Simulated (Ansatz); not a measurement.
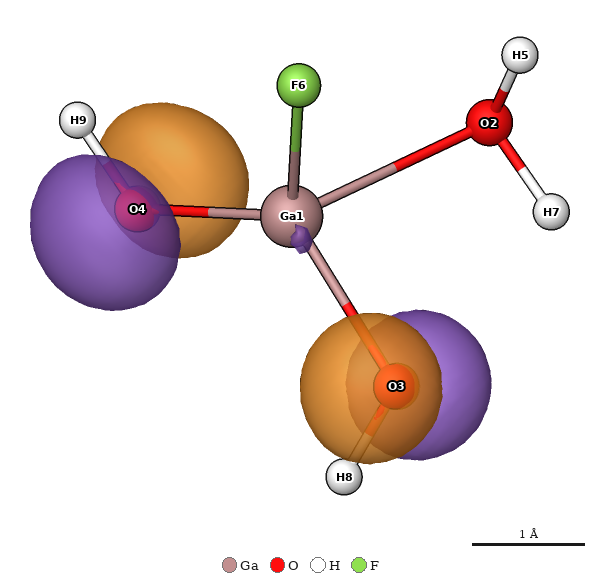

Figure 1: FGaH$_{4}$O$_{3}$. One frontier orbital at ±0.2 Å⁻³ᐟ² (orange and purple are the two phases), seen at a tilt.

Level of theory: RKS B3LYP-D4/def2-SVP (Ansatz).

Input file:

```
crystal:
  periodic: [false, false, false]
  atoms:
    - { symbol: Ga, position_ang: [-0.272985, -0.617928, 0.756572] }
    - { symbol: O, position_ang: [0.335204, 1.12618, -1.813709] }
    - { symbol: O, position_ang: [1.266275, -1.216697, 1.400031] }
    - { symbol: O, position_ang: [-1.514142, -1.682757, 0.085862] }
    - { symbol: H, position_ang: [-0.056604, 1.664739, -1.107128] }
    - { symbol: F, position_ang: [-0.582927, 1.129525, 0.937346] }
    - { symbol: H, position_ang: [1.27921, 1.329064, -1.755731] }
    - { symbol: H, position_ang: [1.766123, -0.531, 1.863219] }
    - { symbol: H, position_ang: [-2.220055, -1.201226, -0.366563] }
basis:
  gaussian: { orbitals: def2-SVP }
hamiltonian:
  xc: b3lyp
  dispersion: d4
relax:
  f_tol: 0.03
  max_steps: 50
output:
  orbitals: {}
```

Command:

```sh
ansatz run input.yaml --threads 2 --pin off --max-ram 3072MiB --backend cpu --events-out ev --progress --plain --runs-dir out
```

The fields are those of the relaxed geometry.

Question: Which orbital is it: HOMO or LUMO?

Answer: The HOMO, at −8.01 eV. Its weight (Hirshfeld) is mainly on O4 (about 50 %), O3 (about 35 %) and Ga1 (about 5 %); largely a combination of lone pairs on O4 and O3.
